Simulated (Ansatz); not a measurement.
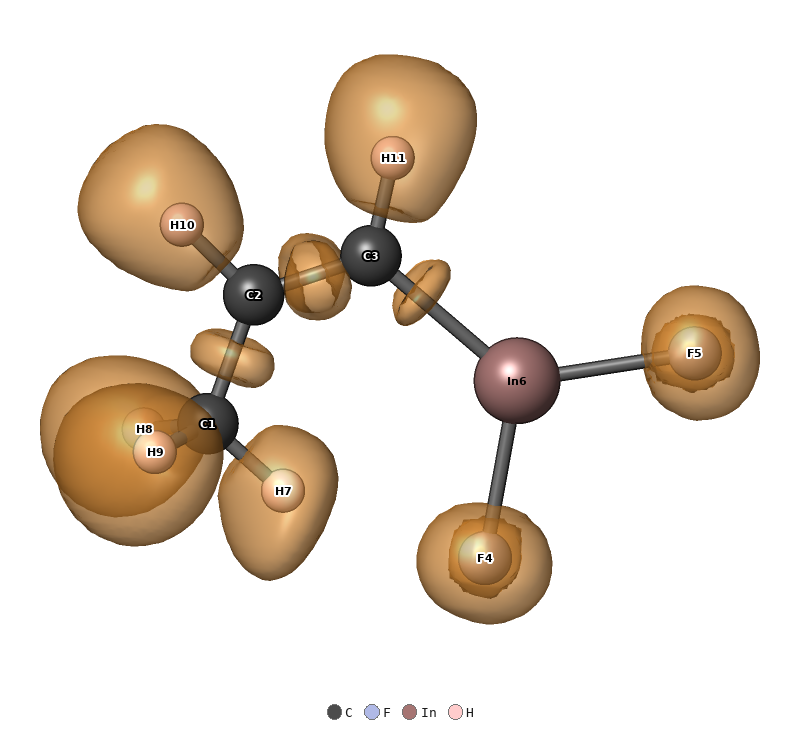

The picture shows: C₃H₅F₂In (SMILES CC=[CH][In]([F])[F]). Isosurface of the electron localisation function at 0.8 (orange), seen across its widest extent. Core shells and regions of very low density are left out.

Geometry: PBE0-D4/def2-SVP; core potentials replace the inner electrons of In.

Theory: isolated molecule in a Gaussian basis; Kohn-Sham density functional theory, functional PBE0 (Ansatz 0.2.0).

The calculation's input:

```
crystal:
  periodic: [false, false, false]
  atoms:
    - {symbol: C, position_ang: [-1.558606, 0.109604, 0.201710]}
    - {symbol: C, position_ang: [-0.114845, 0.202176, -0.155540]}
    - {symbol: C, position_ang: [0.470290, 1.098374, -0.963580]}
    - {symbol: F, position_ang: [-2.604925, 2.728408, -1.632460]}
    - {symbol: F, position_ang: [-0.114758, 4.042496, -3.108569]}
    - {symbol: In, position_ang: [-0.660416, 2.606085, -1.905652]}
    - {symbol: H, position_ang: [-2.170403, 0.886697, -0.284727]}
    - {symbol: H, position_ang: [-1.689204, 0.194587, 1.293346]}
    - {symbol: H, position_ang: [-1.960446, -0.878092, -0.078920]}
    - {symbol: H, position_ang: [0.533986, -0.558472, 0.305180]}
    - {symbol: H, position_ang: [1.548165, 1.059437, -1.145512]}
basis:
  gaussian:
    orbitals: def2-SVPD
hamiltonian:
  xc: {name: PBE0}
output:
  forces: true
  orbitals: {seedname: orbitals}
```

Launched as:

```sh
ansatz run input.yaml --threads 2 --pin off --max-ram 5220MiB --events-out events.jsonl --progress --plain --runs-dir runs
```

Identify the bonds, lone pairs and shells in this picture.

Answer. The ELF exceeds this value in two regions between bonded C–C atoms (shared pairs), five regions around hydrogen nuclei, one lobe of the valence shell of C pointing towards In (polar bonds) and two regions wrapped around F (the valence shell of each).

Values along the shortest contacts:
C–C (1.34 Å): the ELF peaks at about 0.90 between the atoms: a short, multiple covalent bond. In–F (1.95 Å): the ELF peaks at about 0.80 in the valence shell of F, 0.5 Å from its nucleus, and drops to about 0.10 between the two atoms.
